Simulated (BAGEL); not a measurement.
**CH5BeN (SMILES [CH3][Be][NH2]): PBE0/aug-cc-pVDZ (density fitting with qzvpp-jkfit)**

Aim: the energy change on altering one bond length of CH5BeN at PBE0/aug-cc-pVDZ (density fitting with qzvpp-jkfit), from 2 runs. 

The results are computed with BAGEL 1.2.2.

2 further runs of the same task are left out: 2 set aside as unsound or not needed. Runs told in other sessions of the task aren't counted.

## Step 1: Starting point

CH5BeN has 8 atoms, charge 0, and is taken as a singlet. As SMILES, `[CH3][Be][NH2]`. Geometry: a GFN2-xTB relaxation, a rough one for these elements and not checked as a minimum.

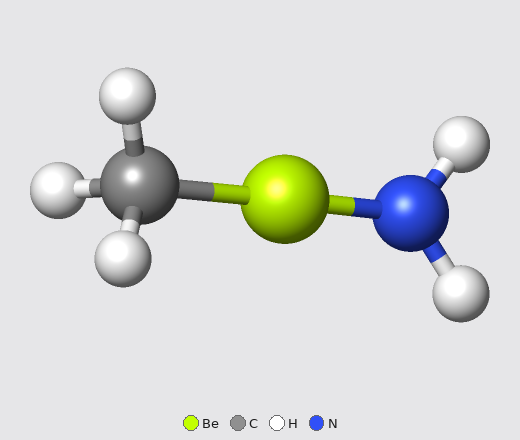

The structure, seen from a chosen angle (beryllium green, carbon grey, hydrogen white, nitrogen blue).

## Step 2: A single-point energy at PBE0/aug-cc-pVDZ (density fitting with qzvpp-jkfit)

Contents of job.json:

```json
{ "bagel" : [

{
  "title" : "molecule",
  "basis" : "aug-cc-pvdz.json",
  "df_basis" : "qzvpp-jkfit",
  "angstrom" : true,
  "geometry" : [
    { "atom" : "Be", "xyz" : [       0.010610,      -0.009070,      -0.310080 ] },
    { "atom" : "C", "xyz" : [      -0.001530,      -0.017480,       1.418010 ] },
    { "atom" : "H", "xyz" : [       0.076390,       0.971210,       1.866650 ] },
    { "atom" : "H", "xyz" : [       0.807740,      -0.592530,       1.864870 ] },
    { "atom" : "H", "xyz" : [      -0.910090,      -0.444960,       1.840100 ] },
    { "atom" : "N", "xyz" : [       0.006290,       0.020430,      -1.820140 ] },
    { "atom" : "H", "xyz" : [       0.806980,       0.031590,      -2.431050 ] },
    { "atom" : "H", "xyz" : [      -0.796400,       0.040810,      -2.428360 ] }
  ]
},

{ "title" : "ks", "xc_func" : "pbe0" },

{ "title" : "print", "file" : "orbitals.molden", "orbitals" : true }

]}
```

The basis set aug-cc-pVDZ is read from a file made from the Basis Set Exchange's data (not shown).

Launch:

```sh
$ BAGEL_NUM_THREADS=1 BAGEL job.json > job.out
```

The log of the run:

```text
* using 1 threads per process

  ===============================================================
  ===============================================================

  *** Geometry ***

  { "atom" : "Be", "xyz" : [      0.020050,     -0.017140,     -0.585966 ] },
  { "atom" : "C", "xyz" : [     -0.002891,     -0.033032,      2.679651 ] },
  { "atom" : "H", "xyz" : [      0.144356,      1.835321,      3.527457 ] },
  { "atom" : "H", "xyz" : [      1.526407,     -1.119719,      3.524094 ] },
  { "atom" : "H", "xyz" : [     -1.719821,     -0.840853,      3.477285 ] },
  { "atom" : "N", "xyz" : [      0.011886,      0.038607,     -3.439566 ] },
  { "atom" : "H", "xyz" : [      1.524971,      0.059696,     -4.594019 ] },
  { "atom" : "H", "xyz" : [     -1.504978,      0.077120,     -4.588935 ] },

  Number of auxiliary basis functions:      293

  Since a DF basis is specified, we compute 2- and 3-index integrals:
    o Being stored without compression. Storage requirement is 0.030 GB

  Number of basis functions:      114
  Number of electrons      :       22

    * METHOD: MOLECULE                             0.19

  *** Kohn-Sham DFT ***

    * Removing 13315 points whose weight is below 1.00e-10
    * Grid points: 105933

  === Nuclear Repulsion ===
    51.1483154219

       - DIIS with orbital gradients will be used.

  === KS iteration (pbe0 / aug-cc-pvdz.json) ===
      0        -94.46011069          0.06626336           0.49
      1        -88.24919727          0.17538162           0.49
      2       -101.63740711          0.07407841           0.49
      3       -108.46347988          0.06108216           0.49
      4       -109.87901501          0.04237037           0.49
      5       -110.14526831          0.02912022           0.49
      6       -110.39342792          0.01664298           0.49
      7       -110.49155414          0.00805026           0.49
      8       -110.52311271          0.00067541           0.49
      9       -110.52337551          0.00004359           0.49
     10       -110.52337651          0.00001015           0.49
     11       -110.52337655          0.00000178           0.49
     12       -110.52337655          0.00000058           0.50
     13       -110.52337655          0.00000008           0.50
     14       -110.52337655          0.00000002           0.50
     15       -110.52337655          0.00000000           0.50
    * SCF iteration converged.

    * Permanent dipole moment:
           (   -0.004304,    -0.000357,     0.397853) a.u.

    * METHOD: KS                                   8.87

    * METHOD: PRINT                                0.05

  ===============================================================
```

Wall time 9.3 s (1 thread of Arm Neoverse N1, shared host); peak memory 0.54 GiB.

## Step 3: The distorted shape at the same level

Contents of input.json:

```json
{ "bagel" : [

{
  "title" : "molecule",
  "basis" : "aug-cc-pvdz.json",
  "df_basis" : "qzvpp-jkfit",
  "angstrom" : "true",
  "geometry" : [
    { "atom" : "Be", "xyz" : [      -0.051725,      -0.800003,      -0.668983 ] },
    { "atom" : "C", "xyz" : [      -0.063865,      -0.808413,       1.059107 ] },
    { "atom" : "H", "xyz" : [       0.076390,       0.971210,       1.866650 ] },
    { "atom" : "H", "xyz" : [       0.745405,      -1.383463,       1.505967 ] },
    { "atom" : "H", "xyz" : [      -0.972425,      -1.235893,       1.481197 ] },
    { "atom" : "N", "xyz" : [      -0.056045,      -0.770503,      -2.179043 ] },
    { "atom" : "H", "xyz" : [       0.744645,      -0.759343,      -2.789953 ] },
    { "atom" : "H", "xyz" : [      -0.858735,      -0.750123,      -2.787263 ] }
  ]
},

{ "title" : "ks", "xc_func" : "pbe0" },

{ "title" : "print", "file" : "orbitals.molden", "orbitals" : "true" }

]}
```

The basis set aug-cc-pVDZ is read from a file made from the Basis Set Exchange's data (not shown).

Launch:

```sh
$ BAGEL_NUM_THREADS=1 BAGEL input.json > input.out
```

The log of the run:

```text
* using 1 threads per process

  ===============================================================
  ===============================================================

  *** Geometry ***

  { "atom" : "Be", "xyz" : [     -0.097746,     -1.511787,     -1.264195 ] },
  { "atom" : "C", "xyz" : [     -0.120687,     -1.527679,      2.001422 ] },
  { "atom" : "H", "xyz" : [      0.144356,      1.835321,      3.527457 ] },
  { "atom" : "H", "xyz" : [      1.408611,     -2.614366,      2.845865 ] },
  { "atom" : "H", "xyz" : [     -1.837617,     -2.335499,      2.799057 ] },
  { "atom" : "N", "xyz" : [     -0.105910,     -1.456040,     -4.117794 ] },
  { "atom" : "H", "xyz" : [      1.407175,     -1.434950,     -5.272247 ] },
  { "atom" : "H", "xyz" : [     -1.622774,     -1.417527,     -5.267164 ] },

  Number of auxiliary basis functions:      293

  Since a DF basis is specified, we compute 2- and 3-index integrals:
    o Being stored without compression. Storage requirement is 0.030 GB

  Number of basis functions:      114
  Number of electrons      :       22

    * METHOD: MOLECULE                             0.19

  *** Kohn-Sham DFT ***

    * Removing 12427 points whose weight is below 1.00e-10
    * Grid points: 106821

  === Nuclear Repulsion ===
    49.3055115292

       - DIIS with orbital gradients will be used.

  === KS iteration (pbe0 / aug-cc-pvdz.json) ===
      0        -94.37213183          0.06343733           0.49
      1        -87.83272612          0.14633977           0.49
      2       -101.02164986          0.07146079           0.50
      3       -108.54318789          0.05644487           0.50
      4       -109.53590778          0.04433183           0.50
      5       -109.86207569          0.03387645           0.50
      6       -110.16020777          0.02250236           0.50
      7       -110.34052502          0.01114985           0.50
      8       -110.40123419          0.00106781           0.50
      9       -110.40188547          0.00017501           0.50
     10       -110.40190037          0.00002745           0.50
     11       -110.40190065          0.00000499           0.50
     12       -110.40190066          0.00000211           0.51
     13       -110.40190066          0.00000037           0.50
     14       -110.40190066          0.00000024           0.50
     15       -110.40190066          0.00000002           0.50
     16       -110.40190066          0.00000001           0.50
    * SCF iteration converged.

    * Permanent dipole moment:
           (    0.027093,     0.388379,     0.618524) a.u.

    * METHOD: KS                                   9.46

    * METHOD: PRINT                                0.05

  ===============================================================
```

Wall time 9.9 s (1 thread of Arm Neoverse N1, shared host); peak memory 0.54 GiB.

## Step 4: What came out

At PBE0/aug-cc-pVDZ (density fitting with qzvpp-jkfit):

```
                                                         quantity          value
                                        first shape: total energy  -110.52338 Eh
                                       first shape: dipole moment         1.01 D
                                         first shape: HOMO energy       -7.26 eV
                                         first shape: LUMO energy       -0.33 eV
                                       first shape: HOMO–LUMO gap        6.93 eV
                                    distorted shape: total energy  -110.40190 Eh
                                   distorted shape: dipole moment         1.86 D
                                     distorted shape: HOMO energy       -7.30 eV
                                     distorted shape: LUMO energy       -1.77 eV
                                   distorted shape: HOMO–LUMO gap        5.53 eV
energy change with the C2–H3 bond stretched from 1.089 to 1.959 Å       3.306 eV
```

With the C2–H3 bond stretched from 1.089 to 1.959 Å the energy rises by 3.31 eV (76 kcal/mol). The first shape isn't relaxed at this level, so the change isn't measured from a minimum. A restricted reference can't describe the breaking bond well at this length.
